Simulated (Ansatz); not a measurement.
# FH3O2Si: geometry optimisation in Python

The task is a geometry optimisation, for FH3O2Si. SMILES: O[SiH](O)F.

All numbers are computed with Ansatz 0.2.0 through its Python package. Level of theory: B3LYP+D3(BJ)/def2-SVP.

## Step 1: Starting point

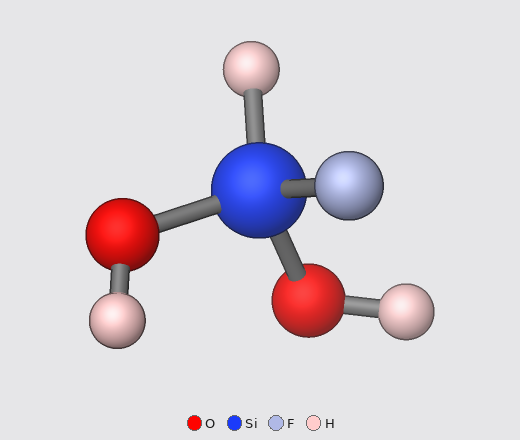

The structure that the script starts from, seen from a chosen angle (oxygen red, silicon blue, fluorine light blue, hydrogen pink).

No structure file is read: the coordinates are typed or built in the script.

## Step 2: Script

opt_fh3o2si.py reads:

```python
# -*- coding: utf-8 -*-
'''Geometry optimisation of FH3O2Si.'''

import itertools

import ansatz as az
from ase.data import atomic_numbers, covalent_radii
import numpy as np
import pandas as pd

BASIS_SET = 'def2-SVP'
XC = 'b3lyp'
VDW = 'd3bj'

geometry_ang = [
    ('O', (-0.1432, 0.3498, -1.3109)),
    ('Si', (-0.1716, -0.3607, 0.1445)),
    ('O', (1.327, -0.2831, 0.7445)),
    ('F', (-1.052, 0.4995, 1.1002)),
    ('H', (-1.0192, 0.8518, -1.5273)),
    ('H', (-0.64, -1.7353, 0.0235)),
    ('H', (1.7603, 0.61, 0.7797)),
]
molecule = az.Crystal.molecule()
for symbol, xyz in geometry_ang:
    molecule = molecule.atom(symbol, xyz)

base = (
    molecule.calculation()
    .basis(gaussian=BASIS_SET)
    .functional(XC, dispersion=VDW)
)
symbols = [site.symbol for site in molecule.cartesian_sites]
start = np.array([site.position_ang for site in molecule.cartesian_sites], dtype=float)
def progress(event):
    if event['event'] == 'relax_step':
        row = event['data']
        print(f'step {row["step"]:3d}  E = {row["lagrangian_ev"]:.6f} eV  largest force component {row["allowed_force_max_ev_ang"]:.4f} eV/A')


data = base.relax(force_tolerance=0.01).session().plan().execute(on_event=progress).report
end = np.array(data['positions_ang'])

for key in ('converged', 'free_energy_ev', 'reference_energy_ev', 'n_frozen', 'n_occupied', 'n_virtual'):
    print(f'{key:22s} {data[key]}')

# pairs closer than 1.2 times the sum of covalent radii, before or after
radius = [covalent_radii[atomic_numbers[s]] for s in symbols]
span = lambda where, i, j: np.linalg.norm(where[i] - where[j])
bonded = [(i, j) for i, j in itertools.combinations(range(len(symbols)), 2) if min(span(start, i, j), span(end, i, j)) < 1.2 * (radius[i] + radius[j])]
print('pair        before    after (A)')
for i, j in bonded:
    print(f'{symbols[i]}{i}-{symbols[j]}{j}'.ljust(10), f'{span(start, i, j):8.4f} {span(end, i, j):8.4f}')

charges = data['charge_distribution']
table = pd.DataFrame({'atom': symbols, 'mulliken': charges['mulliken_charges_e'], 'lowdin': charges['lowdin_charges_e']})
print(table.round(3).to_string())
print('dipole (e A):', np.round(charges['dipole_moment_e_ang'], 4) + 0.0)
with open('fh3o2si_opt.xyz', 'w') as handle:
    handle.write(f'{len(symbols)}\nrelaxed FH3O2Si\n')
    handle.writelines(f'{s:2s} {x:11.6f} {y:11.6f} {z:11.6f}\n' for s, (x, y, z) in zip(symbols, end))
```

## Step 3: What the engine is handed

The package turns the script's settings into the engine's input:

```yaml
crystal:
  periodic: [false, false, false]
  atoms:
    - { symbol: O, position_ang: [-0.1432, 0.3498, -1.3109] }
    - { symbol: Si, position_ang: [-0.1716, -0.3607, 0.1445] }
    - { symbol: O, position_ang: [1.327, -0.2831, 0.7445] }
    - { symbol: F, position_ang: [-1.052, 0.4995, 1.1002] }
    - { symbol: H, position_ang: [-1.0192, 0.8518, -1.5273] }
    - { symbol: H, position_ang: [-0.64, -1.7353, 0.0235] }
    - { symbol: H, position_ang: [1.7603, 0.61, 0.7797] }
basis:
  gaussian:
    orbitals: def2-SVP
hamiltonian:
  xc: b3lyp
  dispersion: d3bj
relax:
  f_tol: 0.01
```

## Step 4: Running it

On the command line:

```bash
$ python opt_fh3o2si.py
```

Standard output:

```text
step   1  E = -14733.976216 eV  largest force component 2.7206 eV/A
step   2  E = -14734.242629 eV  largest force component 1.1002 eV/A
step   3  E = -14734.308451 eV  largest force component 0.2419 eV/A
step   4  E = -14734.309681 eV  largest force component 0.3888 eV/A
step   5  E = -14734.314958 eV  largest force component 0.0938 eV/A
step   6  E = -14734.315724 eV  largest force component 0.0412 eV/A
step   7  E = -14734.315814 eV  largest force component 0.1519 eV/A
step   8  E = -14734.316540 eV  largest force component 0.0371 eV/A
step   9  E = -14734.316681 eV  largest force component 0.0156 eV/A
step  10  E = -14734.316738 eV  largest force component 0.0027 eV/A
converged              True
free_energy_ev         -14734.316930073595
reference_energy_ev    -14734.13718350285
n_frozen               0
n_occupied             [21, 21]
n_virtual              [54, 54]
pair        before    after (A)
O0-Si1       1.6198   1.6513
O0-H4        1.0326   0.9643
Si1-O2       1.6161   1.6405
Si1-F3       1.5583   1.6253
Si1-H5       1.4572   1.4709
O2-H6        0.9933   0.9650
  atom  mulliken  lowdin
0    O    -0.399   0.037
1   Si     0.883   0.058
2    O    -0.382   0.059
3    F    -0.351  -0.042
4    H     0.194  -0.006
5    H    -0.143  -0.102
6    H     0.197  -0.004
dipole (e A): [-0.0518  0.2128 -0.2485]
```

Wall time 25 s (1 thread of Arm Neoverse V1, shared host); peak memory 0.25 GiB.

File fh3o2si_opt.xyz afterwards:

```xyz
7
relaxed FH3O2Si
O    -0.162132    0.466896   -1.288125
Si   -0.168175   -0.324860    0.161022
O     1.350053   -0.291202    0.781521
F    -1.223259    0.451933    1.122862
H    -0.994612    0.832820   -1.609130
H    -0.591086   -1.732216    0.097743
H     1.850512    0.528629    0.688307
```

## Step 5: What the engine kept of the run

From the engine's report, whether the script printed it or not:

| item | value |
| --- | --- |
| SCF cycles in all | 74 |
| orbitals | 75 |
| total energy (eV) | -14734.31693 |

## Step 6: How the relaxation went

Relaxation path:

| step | E - E(step 1) (eV) | largest force component (eV/Å) |
| --- | --- | --- |
| 1 | 0.0000 | 2.7206 |
| 2 | -0.2664 | 1.1002 |
| 3 | -0.3322 | 0.2419 |
| 4 | -0.3335 | 0.3888 |
| 5 | -0.3387 | 0.0938 |
| 6 | -0.3395 | 0.0412 |
| 7 | -0.3396 | 0.1519 |
| 8 | -0.3403 | 0.0371 |
| 9 | -0.3405 | 0.0156 |
| 10 | -0.3405 | 0.0027 |

Step 1 is the start.

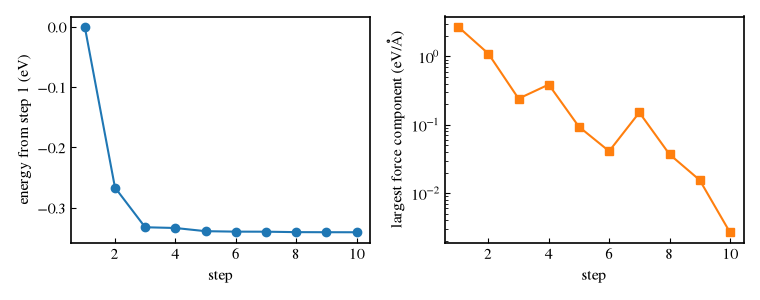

Energy and largest force along the relaxation.

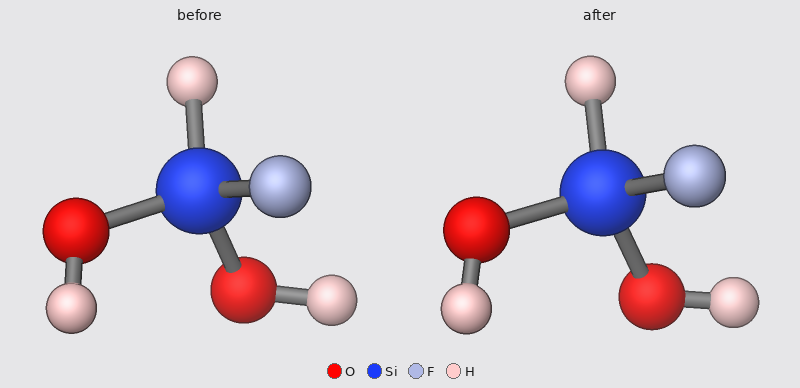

The structure before (left) and after (right) the relaxation, drawn at the same scale.

Before: Bond lengths: O1–Si2 1.620 Å, Si2–O3 1.616 Å, Si2–F4 1.558 Å, O1–H5 1.033 Å, Si2–H6 1.457 Å, O3–H7 0.993 Å. Angles: O1–Si2–O3 107.2°, O1–Si2–F4 108.6°, O1–Si2–H6 110.2°, O3–Si2–F4 105.6°, O3–Si2–H6 112.0°, F4–Si2–H6 113.0°, Si2–O1–H5 112.7°, Si2–O3–H7 117.4°.

After: Bond lengths: O1–Si2 1.651 Å, Si2–O3 1.640 Å, Si2–F4 1.625 Å, O1–H5 0.964 Å, Si2–H6 1.471 Å, O3–H7 0.965 Å. Angles: O1–Si2–O3 108.6°, O1–Si2–F4 107.0°, O1–Si2–H6 115.0°, O3–Si2–F4 111.5°, O3–Si2–H6 107.6°, F4–Si2–H6 107.2°, Si2–O1–H5 118.1°, Si2–O3–H7 117.4°.

## Step 7: What came out

| quantity | value |
| --- | --- |
| total energy | -14734.3169 eV |
| dipole moment | 1.59 D |
| moves of the relaxation | 9 |
| energy gained | 0.341 eV |
| last largest force component | 0.0027 eV/Å |

After 9 moves the largest shift is 0.179 Å, of atom 4 (F). What to keep in mind:
- The end point is the stationary point reached from this start; no frequency run checks that it is a minimum, and the basis set is modest.
- The Löwdin charges here are taken after orthogonalising the functions within each atom; they differ from plain Löwdin charges, and their signs can be unphysical.
- Total less reference energy is the dispersion correction.
- b3lyp holds the VWN-RPA fit, as in Gaussian; the form of ORCA and Turbomole is b3lyp5.
